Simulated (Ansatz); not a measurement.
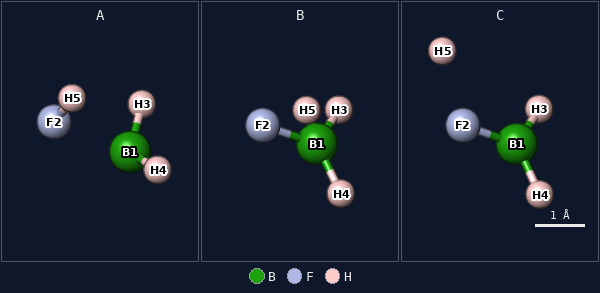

3 geometries from a converged minimum-energy path of BH3F (multiplicity 2), made up at the start of BH₂F and H, shuffled. Style: ball-and-stick. Shown at a tilt.

All numbers below come from Ansatz, UKS r2SCANh/6-31G*. Run with 5 movable images; climbing image; force threshold 0.05 eV/Å; iteration limit 60; starting path through a guess of the saddle point.

### Which frame is the top of the path?

A. In order along the path, whose images run from 0 to 6: C (image 1, −0.1 kJ/mol), B (image 2, −0.4 kJ/mol), A (image 4, +139.2 kJ/mol). Breaking: B1–F2 (1.32 → 1.91 at the top → 1.87 Å). Forming: F2–H5 (2.90 → 0.94 at the top → 0.96 Å).

Limits of the set-up: the start holds two separate molecules, 2.9 Å apart at their closest, whose relative position is a soft coordinate and is computed without a dispersion correction.

The run took 2.9 min on 1 thread of Intel(R) Xeon(R) 6975P-C (Granite Rapids), on a shared host, peak memory 0.14 GiB.
